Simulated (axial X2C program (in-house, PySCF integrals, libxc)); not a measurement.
**OsH⁺: bond curves with and without spin–orbit coupling**

What are the state, bond length, wavenumber and bond energy of OsH⁺, and what does spin–orbit coupling change?

Method: all-electron X2C, Os dyall-cv3z, H dyall-v3z; program: an in-house X2C program for linear molecules on PySCF integrals.

All values are calculated.

### 1 Set-up

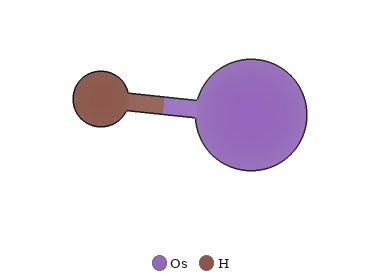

The two atoms at 1.610 Å (osmium purple, hydrogen brown).

Contents of task.json:

```json
{"zs": [76, 1], "q": 1, "bas": ["dyall-cv3z", "dyall-v3z"], "levels": ["PBE0", "HF", "BP86"], "cc": true, "r0": 1.61, "thr": -2.0, "nmax": 90, "npts": 10, "nst": 2, "ntry": 6}
```

Keys: zs atomic numbers; q charge; bas basis sets; levels methods (HF also brings MP2); cc coupled cluster on or off; r0 starting distance in Å; thr threshold in hartree for freezing inner shells (an s shell follows its p shell); nmax most natural virtual spinors; npts points asked for on the curve; nst determinants followed; ntry starts of the search.

On the command line:

```bash
$ python so2c.py task.json out
```

Spin-free means the one-electron spin-free X2C Hamiltonian; two-component (2c) means X2C with spin–orbit coupling and atomic mean-field two-electron Coulomb and Gaunt terms. Basis: Os dyall-cv3z contracted to [13s14p9d6f4g], H dyall-v3z contracted to [6s2p1d]; Gaussian nuclei, density fitting. Masses: Os 191.961 u, H 1.008 u.

Notation: σ, π±, δ± give the projection m of an orbital's angular momentum (0, ±1, ±2), α and β its spin, Λ and M_S the sums; ω is the projection of a spinor's total angular momentum and Ω the sum. Logs are in hartree.

The results follow Hamiltonian by Hamiltonian and level by level.

### 2 State search with PBE0

Determinants are compared with PBE0 at 1.610 Å.

Spin-free determinants:

```
ΔE (eV)           state                                         open shells
   0.00  M_S = 2, Λ = 1   beyond closed shells: σα, π+α, π+β, π-α, δ+α, δ-α
   0.37  M_S = 2, Λ = 2   beyond closed shells: σα, π+α, π-α, δ+α, δ+β, δ-α
   0.57  M_S = 2, Λ = 0            beyond closed shells: π+α, π-α, δ+α, δ-α
   1.56  M_S = 1, Λ = 0                      beyond closed shells: δ+α, δ-α
   1.68  M_S = 1, Λ = 3  beyond closed shells: π+α, π+β, π-α, δ+α, δ+β, δ-α
   1.80  M_S = 1, Λ = 1   beyond closed shells: σβ, π+α, π+β, π-α, δ+α, δ-α
   2.05  M_S = 1, Λ = 0                      beyond closed shells: π+α, π-α
```

Two-component determinants:

```tsv
ΔE (eV)	state	open shells
0.00	Ω = 3	excess of +ω over −ω: ω = 1/2, ω = 5/2
0.18	Ω = 4	excess of +ω over −ω: ω = 3/2, ω = 5/2
0.38	Ω = 1	excess of +ω over −ω: ω = -3/2, ω = 5/2
0.76	Ω = 2	excess of +ω over −ω: ω = -1/2, ω = 5/2
1.27	Ω = 0	excess of +ω over −ω: ω = -1/2, 2 × ω = 3/2, ω = -5/2
1.36	Ω = 2	excess of +ω over −ω: ω = 1/2, ω = 3/2
1.40	Ω = 2	excess of +ω over −ω: 2 × ω = 1/2, ω = -3/2, ω = 5/2
```

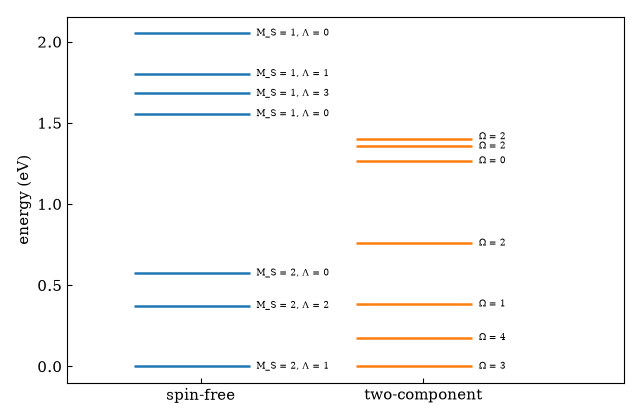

The determinants found, each set from its own lowest.

### 3 PBE0, spin-free

State followed: M_S = 2, Λ = 1 (beyond closed shells: σα, π+α, π+β, π-α, δ+α, δ-α). The scan is laid around 1.593 Å, a first estimate of the minimum, and this SCF restarts from the orbitals of the search.

Output at 1.593 Å:

```text
spin-free X2C-1e  PBE0
basis functions 195  fitting functions 976  grid points 5073
iter        total energy     max residual
   1     -17255.313039522     4.55e+00
   2     -17255.748840748     8.12e-03
   3     -17255.748236965     1.59e-02
   4     -17255.749952963     1.44e-03
   5     -17255.749990744     1.98e-04
   6     -17255.749990709     1.32e-04
   7     -17255.749991250     1.32e-05
   8     -17255.749991257     8.66e-06
   9     -17255.749991260     2.75e-06
  10     -17255.749991260     7.68e-07
converged
one-electron -23693.70425739  Coulomb 6757.48113077  exact exchange -84.88163640  xc functional -259.89159862  nuclear repulsion 25.24637039
```

Along the bond, energies from the lowest point:

```csv
R (Å),E (eV),μ (D),HOMO (eV),LUMO (eV),iterations
1.386,0.5180,-0.95,-13.99,-10.80,11
1.450,0.2183,-0.95,-13.95,-10.76,11
1.497,0.0864,-0.95,-13.92,-10.73,11
1.545,0.0176,-0.93,-13.89,-10.70,11
1.593,0.0000,-0.91,-13.86,-10.68,10
1.649,0.0309,-0.88,-13.83,-10.65,11
1.704,0.1049,-0.84,-13.80,-10.62,11
1.776,0.2469,-0.77,-13.77,-10.58,11
1.864,0.4684,-0.67,-13.73,-10.54,12
1.991,0.8389,-0.47,-13.67,-10.48,12
```

Dipoles are positive if H is the positive end and refer to the centre of mass.

Outer orbitals at the reference distance:

```
symmetry  occupied  ε (eV)             atomic character
      σα       yes  -18.04   57% Os d, 33% H s, 6% Os s
      σβ       yes  -17.37  47% H s, 33% Os d, 14% Os s
     δ-α       yes  -16.79                    100% Os d
     δ+α       yes  -16.79                    100% Os d
     π-α       yes  -16.12             96% Os d, 2% H p
     π+α       yes  -16.12             96% Os d, 2% H p
      σα       yes  -15.28  57% Os s, 26% Os d, 15% H s
     π+β       yes  -13.86             96% Os d, 3% H p
     π-β        no  -10.68             96% Os d, 3% H p
     δ+β        no  -10.25                    100% Os d
      σβ        no  -10.16   49% Os s, 42% Os d, 8% H s
     δ-β        no  -10.11                    100% Os d
```

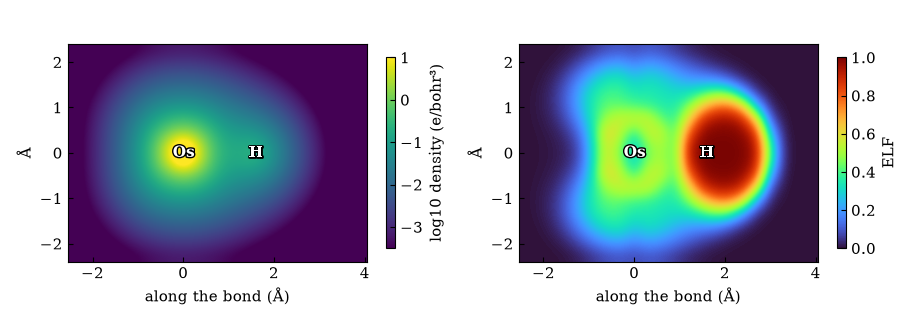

PBE0 fields in a plane through the axis, from a grid of 0.3 Å; Os lies at z = 0 and H at z = 1.593 Å; the ELF is damped to zero where the density is low.

Re = 1.588 Å, ωe = 2234 cm⁻¹, ωexe = 36.3 cm⁻¹, Be = 6.669 cm⁻¹, De = 2.88 eV, μ = -0.92 D.

### 4 HF, spin-free

Output at 1.593 Å:

```text
spin-free X2C-1e  HF
basis functions 195  fitting functions 976  grid points 5073
iter        total energy     max residual
   1     -17250.503301846     1.17e+00
   2     -17250.539343149     2.10e-02
   3     -17250.540786216     2.19e-02
   4     -17250.541972047     3.63e-03
   5     -17250.542277220     2.48e-03
   6     -17250.542475766     1.46e-03
   7     -17250.542579897     7.60e-04
   8     -17250.542636609     3.10e-04
   9     -17250.542646799     1.49e-04
  10     -17250.542648546     5.45e-05
  11     -17250.542648752     1.53e-05
  12     -17250.542648777     4.82e-06
  13     -17250.542648781     2.04e-06
  14     -17250.542648781     9.16e-07
converged
one-electron -23695.71232957  Coulomb 6759.65620554  exact exchange -339.73289513  xc functional 0.00000000  nuclear repulsion 25.24637039
```

Re = 1.623 Å, ωe = 2032 cm⁻¹, ωexe = 64.8 cm⁻¹, Be = 6.381 cm⁻¹, De = 1.39 eV, μ = -1.64 D.

### 5 BP86, spin-free

Output at 1.593 Å:

```text
spin-free X2C-1e  BP86
basis functions 195  fitting functions 976  grid points 5073
iter        total energy     max residual
   1     -17258.101273718     3.15e-01
   2     -17258.105934956     1.37e-02
   3     -17258.104660087     2.57e-02
   4     -17258.106871887     9.47e-04
   5     -17258.106871746     9.12e-04
   6     -17258.106892481     1.05e-04
   7     -17258.106892772     3.94e-05
   8     -17258.106892819     1.33e-05
   9     -17258.106892822     6.42e-06
  10     -17258.106892823     5.50e-07
converged
one-electron -23692.24847802  Coulomb 6755.98348367  exact exchange 0.00000000  xc functional -347.08826885  nuclear repulsion 25.24637039
```

Re = 1.596 Å, ωe = 2198 cm⁻¹, ωexe = 36.4 cm⁻¹, Be = 6.604 cm⁻¹, De = 3.26 eV, μ = -0.65 D.

### 6 MP2 and beyond, spin-free

Correlated methods: 8 electrons correlated (frozen shells, counted by type: Os 5 s, 4 p, 2 d, 1 f; H none), 230 virtual spinors in MP2, 90 natural virtuals in coupled cluster.

Output of the correlated part at 1.593 Å:

```text
correlated 8  virtual 230  natural virtual 90  E(MP2) -0.167800949  MP2 remainder -0.004218443
iter   CCSD correlation   residual
   1     -0.169233857   7.93e-02
   2     -0.173503370   3.99e-02
   3     -0.175141223   2.01e-02
   4     -0.175561679   8.55e-03
   5     -0.175695593   2.79e-03
   6     -0.175707132   1.06e-03
   7     -0.175709900   3.79e-04
   8     -0.175709148   1.33e-04
   9     -0.175708617   5.06e-05
  10     -0.175708436   1.56e-05
  11     -0.175708619   5.41e-06
  12     -0.175708664   2.09e-06
  13     -0.175708703   9.85e-07
  14     -0.175708719   4.79e-07
(T) -0.006510650  T1 0.0392  D1 0.1013  max T2 0.075
```

T1 in the output is the amplitude norm over the root of the electron number; divide by √2 for the Lee–Taylor value.

MP2: Re = 1.571 Å, ωe = 2350 cm⁻¹, Be = 6.809 cm⁻¹, De = 2.61 eV.

CCSD: Re = 1.594 Å, ωe = 2218 cm⁻¹, ωexe = 34.9 cm⁻¹, Be = 6.62 cm⁻¹, De = 2.77 eV. T1 at Re = 0.028 (Lee–Taylor, the printed value over √2).

CCSD(T): Re = 1.594 Å, ωe = 2214 cm⁻¹, ωexe = 34.3 cm⁻¹, Be = 6.614 cm⁻¹, De = 2.85 eV. T1 at Re = 0.028 (Lee–Taylor, the printed value over √2).

### 7 A higher determinant, spin-free

State: M_S = 2, Λ = 2 (beyond closed shells: σα, π+α, π-α, δ+α, δ+β, δ-α).

Output at the reference distance:

```text
spin-free X2C-1e  PBE0
basis functions 195  fitting functions 976  grid points 5073
iter        total energy     max residual
   1     -17255.298572945     4.64e+00
   2     -17255.734769374     8.53e-03
   3     -17255.734169914     1.57e-02
   4     -17255.735888962     1.55e-03
   5     -17255.735926693     1.95e-04
   6     -17255.735926741     1.24e-04
   7     -17255.735927185     1.53e-05
   8     -17255.735927198     1.06e-05
   9     -17255.735927201     2.78e-06
  10     -17255.735927202     8.39e-07
converged
one-electron -23694.11580545  Coulomb 6757.90674449  exact exchange -84.88268814  xc functional -259.89054848  nuclear repulsion 25.24637039
```

```csv
R (Å),E above the lowest PBE0 point (eV)
1.386,1.021
1.450,0.679
1.497,0.519
1.545,0.424
1.593,0.383
1.649,0.388
1.704,0.438
1.776,0.552
1.864,0.743
```

Re = 1.615 Å, ωe = 2146 cm⁻¹, ωexe = 37.2 cm⁻¹, Be = 6.448 cm⁻¹, μ = -0.90 D. Te = 0.38 eV.

### 8 The spin-free curves together

Energy (eV) of the followed determinant, spin-free, from each level's lowest point:

```csv
R (Å),PBE0,HF,MP2,CCSD,CCSD(T),BP86
1.386,0.518,0.641,0.461,n/a,n/a,0.550
1.450,0.218,0.304,0.177,0.236,0.238,0.240
1.497,0.086,0.145,0.058,0.098,0.099,0.100
1.545,0.018,0.048,0.003,0.023,0.024,0.024
1.593,0.000,0.003,0.000,0.000,0.000,0.000
1.649,0.031,0.000,0.050,0.025,0.025,0.023
1.704,0.105,0.039,0.146,0.094,0.093,0.090
1.776,0.247,0.131,0.319,0.231,0.229,0.222
1.864,0.468,0.279,0.582,n/a,n/a,0.433
1.991,0.839,0.509,0.996,n/a,n/a,0.793
```

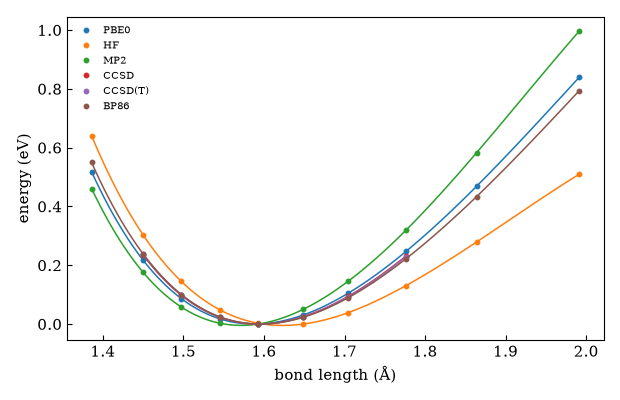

Curves of the followed state, spin-free, each from its own lowest point.

### 9 PBE0, 2c

State followed: Ω = 3 (excess of +ω over −ω: ω = 1/2, ω = 5/2). The scan is laid around 1.593 Å, a first estimate of the minimum, and this SCF restarts from the orbitals of the search.

The SCF at the reference distance of 1.593 Å:

```text
two-component X2C + atomic mean field  PBE0
basis functions 195  fitting functions 976  grid points 5073
iter        total energy     max residual
   1     -17255.268539695     4.59e+00
   2     -17255.708258589     8.26e-03
   3     -17255.707667163     1.58e-02
   4     -17255.709362400     1.41e-03
   5     -17255.709399982     1.97e-04
   6     -17255.709399959     1.31e-04
   7     -17255.709400488     1.28e-05
   8     -17255.709400496     8.39e-06
   9     -17255.709400499     2.74e-06
  10     -17255.709400500     7.15e-07
converged
one-electron -23675.64933698  Coulomb 6754.81167349  exact exchange -84.85496717  xc functional -259.86424099  nuclear repulsion 25.24637039  atomic mean-field constant -15.39889924
```

Along the bond, energies from the lowest point:

```csv
R (Å),E (eV),μ (D),HOMO (eV),LUMO (eV),iterations
1.386,0.5308,-0.95,-14.18,-10.64,13
1.450,0.2273,-0.96,-14.14,-10.61,12
1.497,0.0923,-0.95,-14.11,-10.61,12
1.545,0.0206,-0.94,-14.08,-10.60,11
1.593,0.0000,-0.92,-14.06,-10.60,10
1.649,0.0277,-0.89,-14.03,-10.59,12
1.704,0.0987,-0.85,-14.00,-10.59,12
1.776,0.2374,-0.79,-13.97,-10.58,12
1.864,0.4559,-0.70,-13.93,-10.56,13
1.991,0.8247,-0.51,-13.87,-10.54,14
```

Dipoles are positive if H is the positive end and refer to the centre of mass.

Outer spinors at the reference distance:

| ω | occupied | ε (eV) | atomic character | λ mixture |
| --- | --- | --- | --- | --- |
| 1/2 | yes | -18.10 | 58% Os d, 32% H s, 6% Os s | 99% σ, 1% π |
| -1/2 | yes | -17.50 | 42% H s, 41% Os d, 12% Os s | 92% σ, 8% π |
| -3/2 | yes | -17.20 | 100% Os d | 99% δ, 1% π |
| 5/2 | yes | -16.30 | 100% Os d | 100% δ |
| -1/2 | yes | -16.25 | 88% Os d, 5% H s, 2% Os s | 91% π, 9% σ |
| 3/2 | yes | -15.98 | 96% Os d, 2% H p | 95% π, 5% δ |
| 1/2 | yes | -15.31 | 55% Os s, 28% Os d, 16% H s | 96% σ, 4% π |
| 1/2 | yes | -14.06 | 93% Os d, 3% Os s, 3% H p | 94% π, 6% σ |
| 3/2 | no | -10.60 | 100% Os d | 95% δ, 5% π |
| -3/2 | no | -10.52 | 95% Os d, 4% H p | 99% π, 1% δ |
| -1/2 | no | -10.18 | 49% Os s, 42% Os d, 8% H s | 99% σ, 1% π |
| -5/2 | no | -9.78 | 100% Os d | 100% δ |

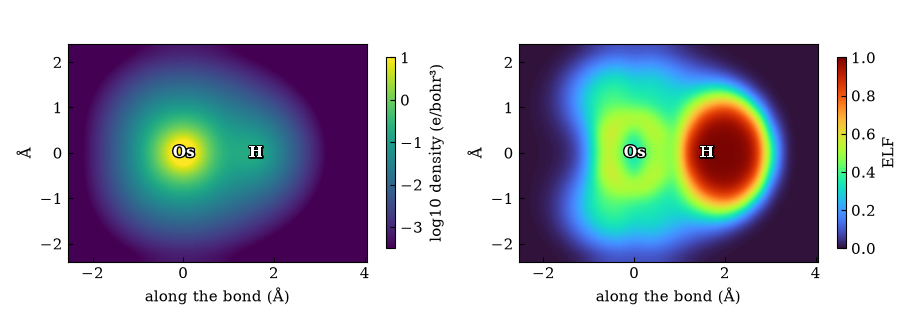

PBE0 fields in a plane through the axis, from a grid of 0.3 Å; Os lies at z = 0 and H at z = 1.593 Å; the ELF is damped to zero where the density is low.

Re = 1.591 Å, ωe = 2221 cm⁻¹, ωexe = 35.4 cm⁻¹, Be = 6.642 cm⁻¹, De = 2.83 eV, μ = -0.92 D.

### 10 HF, 2c

Output at 1.593 Å:

```text
two-component X2C + atomic mean field  HF
basis functions 195  fitting functions 976  grid points 5073
iter        total energy     max residual
   1     -17250.410061007     1.16e+00
   2     -17250.446538409     2.10e-02
   3     -17250.448053870     2.18e-02
   4     -17250.449256205     3.43e-03
   5     -17250.449590942     2.31e-03
   6     -17250.449815044     1.30e-03
   7     -17250.449931157     6.97e-04
   8     -17250.449990553     2.93e-04
   9     -17250.450000550     1.25e-04
  10     -17250.450002438     6.49e-05
  11     -17250.450002848     5.38e-05
  12     -17250.450003033     4.07e-05
  13     -17250.450003174     2.50e-05
  14     -17250.450003230     1.47e-05
  15     -17250.450003261     5.73e-06
  16     -17250.450003266     2.67e-06
  17     -17250.450003267     1.60e-06
converged
one-electron -23677.57557911  Coulomb 6756.90366544  exact exchange -339.62556075  xc functional 0.00000000  nuclear repulsion 25.24637039  atomic mean-field constant -15.39889924
```

Re = 1.625 Å, ωe = 2053 cm⁻¹, ωexe = 59.5 cm⁻¹, Be = 6.366 cm⁻¹, De = 1.30 eV, μ = -1.65 D.

### 11 BP86, 2c

Output at 1.593 Å:

```text
two-component X2C + atomic mean field  BP86
basis functions 195  fitting functions 976  grid points 5073
iter        total energy     max residual
   1     -17258.082012060     3.14e-01
   2     -17258.086746133     1.36e-02
   3     -17258.085468233     2.55e-02
   4     -17258.087671041     8.80e-04
   5     -17258.087671919     8.38e-04
   6     -17258.087689509     9.89e-05
   7     -17258.087689757     4.20e-05
   8     -17258.087689803     7.69e-06
   9     -17258.087689805     2.77e-06
  10     -17258.087689805     8.25e-07
converged
one-electron -23674.22159571  Coulomb 6753.34286182  exact exchange 0.00000000  xc functional -347.05642707  nuclear repulsion 25.24637039  atomic mean-field constant -15.39889924
```

Re = 1.599 Å, ωe = 2184 cm⁻¹, ωexe = 35.8 cm⁻¹, Be = 6.579 cm⁻¹, De = 3.27 eV, μ = -0.65 D.

### 12 Correlated methods, 2c

Correlated methods: 8 electrons correlated (frozen shells, counted by type: Os 5 s, 4 p, 2 d, 1 f; H none), 230 virtual spinors in MP2, 90 natural virtuals in coupled cluster.

Output of the correlated part at 1.593 Å:

```text
correlated 8  virtual 230  natural virtual 90  E(MP2) -0.168353387  MP2 remainder -0.004422811
iter   CCSD correlation   residual
   1     -0.169831734   8.08e-02
   2     -0.174243983   4.14e-02
   3     -0.175904109   2.18e-02
   4     -0.176419698   1.10e-02
   5     -0.176619013   5.31e-03
   6     -0.176659221   3.33e-03
   7     -0.176687785   2.19e-03
   8     -0.176692074   1.17e-03
   9     -0.176697762   5.86e-04
  10     -0.176698368   2.87e-04
  11     -0.176703243   1.57e-04
  12     -0.176703953   7.97e-05
  13     -0.176704817   4.26e-05
  14     -0.176705078   2.25e-05
  15     -0.176705086   1.11e-05
(T) -0.006620179  T1 0.0431  D1 0.1000  max T2 0.043
```

MP2: Re = 1.577 Å, ωe = 2318 cm⁻¹, Be = 6.76 cm⁻¹, De = 2.46 eV.

CCSD: Re = 1.600 Å, ωe = 2201 cm⁻¹, ωexe = 32.9 cm⁻¹, Be = 6.571 cm⁻¹, De = 2.64 eV. T1 at Re = 0.031 (Lee–Taylor, the printed value over √2).

CCSD(T): Re = 1.601 Å, ωe = 2195 cm⁻¹, ωexe = 32.7 cm⁻¹, Be = 6.564 cm⁻¹, De = 2.72 eV. T1 at Re = 0.031 (Lee–Taylor, the printed value over √2).

### 13 A higher determinant, 2c

State: Ω = 4 (excess of +ω over −ω: ω = 3/2, ω = 5/2).

Output at the reference distance:

```text
two-component X2C + atomic mean field  PBE0
basis functions 195  fitting functions 976  grid points 5073
iter        total energy     max residual
   1     -17255.262372446     4.70e+00
   2     -17255.701468718     8.45e-03
   3     -17255.700861283     1.58e-02
   4     -17255.702582566     1.55e-03
   5     -17255.702620441     1.92e-04
   6     -17255.702620500     1.23e-04
   7     -17255.702620936     1.42e-05
   8     -17255.702620952     9.61e-06
   9     -17255.702620959     2.42e-06
  10     -17255.702620960     1.37e-06
converged
one-electron -23676.41012203  Coulomb 6755.58516046  exact exchange -84.85730419  xc functional -259.86782635  nuclear repulsion 25.24637039  atomic mean-field constant -15.39889924
```

```csv
R (Å),E above the lowest PBE0 point (eV)
1.386,0.826
1.450,0.484
1.497,0.323
1.545,0.227
1.593,0.184
1.649,0.188
1.704,0.237
1.776,0.349
1.864,0.538
```

Re = 1.616 Å, ωe = 2137 cm⁻¹, ωexe = 36.9 cm⁻¹, Be = 6.436 cm⁻¹, μ = -0.94 D. Te = 0.18 eV.

### 14 The 2c curves together

Energy (eV) of the followed determinant, 2c, from each level's lowest point:

```csv
R (Å),PBE0,HF,MP2,CCSD,CCSD(T),BP86
1.386,0.531,0.658,0.483,n/a,n/a,0.560
1.450,0.227,0.316,0.193,0.253,0.255,0.247
1.497,0.092,0.152,0.068,0.109,0.110,0.105
1.545,0.021,0.053,0.008,0.028,0.029,0.027
1.593,0.000,0.004,0.000,0.000,0.000,0.000
1.649,0.028,0.000,0.044,0.020,0.019,0.020
1.704,0.099,0.039,0.133,0.084,0.082,0.084
1.776,0.237,0.132,0.300,0.216,0.213,0.213
1.864,0.456,0.286,0.561,n/a,n/a,0.420
1.991,0.825,0.526,0.983,n/a,n/a,0.776
```

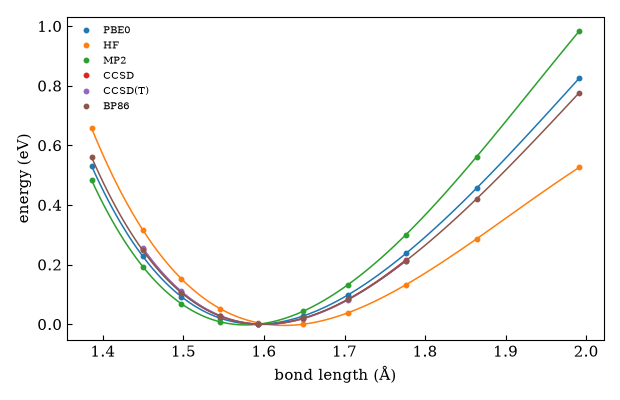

Curves of the followed state, 2c, each from its own lowest point.

The whole job took 2.4 min on 1 thread, shared host.

### 15 Constants

Lowest determinant that the search found at its distance, spin-free: M_S = 2, Λ = 1 (beyond closed shells: σα, π+α, π+β, π-α, δ+α, δ-α).

Lowest determinant that the search found at its distance, 2c: Ω = 3 (excess of +ω over −ω: ω = 1/2, ω = 5/2).

| Hamiltonian | level | Re (Å) | ωe (cm⁻¹) | De (eV) | μ (D) |
| --- | --- | --- | --- | --- | --- |
| spin-free | PBE0 | 1.588 | 2234 | 2.88 | -0.92 |
| spin-free | HF | 1.623 | 2032 | 1.39 | -1.64 |
| spin-free | MP2 | 1.571 | 2350 | 2.61 | n/a |
| spin-free | CCSD | 1.594 | 2218 | 2.77 | n/a |
| spin-free | CCSD(T) | 1.594 | 2214 | 2.85 | n/a |
| spin-free | BP86 | 1.596 | 2198 | 3.26 | -0.65 |
| 2c | PBE0 | 1.591 | 2221 | 2.83 | -0.92 |
| 2c | HF | 1.625 | 2053 | 1.30 | -1.65 |
| 2c | MP2 | 1.577 | 2318 | 2.46 | n/a |
| 2c | CCSD | 1.600 | 2201 | 2.64 | n/a |
| 2c | CCSD(T) | 1.601 | 2195 | 2.72 | n/a |
| 2c | BP86 | 1.599 | 2184 | 3.27 | -0.65 |

Dipoles are positive if H is the positive end and refer to the centre of mass.

Time per point (s) on 1 thread, shared host (2c runs; CCSD comes with the CCSD(T) run); the times are rough: PBE0 0.73, HF 0.72, MP2 0.81, CCSD(T) 3.5, BP86 0.3.

In words: At CCSD(T), going from spin-free to two-component changes Re by +6 mÅ, ωe by -0.9 %; the spin-free picture holds up (part of it comes from the scalar share of the two-electron terms). De moves by -0.13 eV; both De rest on single-determinant atoms, which can miss part of an open shell's spin–orbit lowering.

De refers to Os+ + H, each in the lowest determinant found, which need not be this curve's own limit. The state is a single determinant with fixed occupations, the lowest that a limited PBE0 search found. De is counted from the lowest determinant-based energies of the atoms at the same level, without counterpoise correction. Density functionals use the spin component along the axis (collinear). CCSD and (T) use frozen natural virtuals with an MP2 correction for the truncation. With several unpaired electrons one determinant need not be a pure state. The spin-free determinant is spin-contaminated at some levels, which hurts MP2 most. T1 at Re is 0.031 (Lee–Taylor), above the customary mark of 0.02.
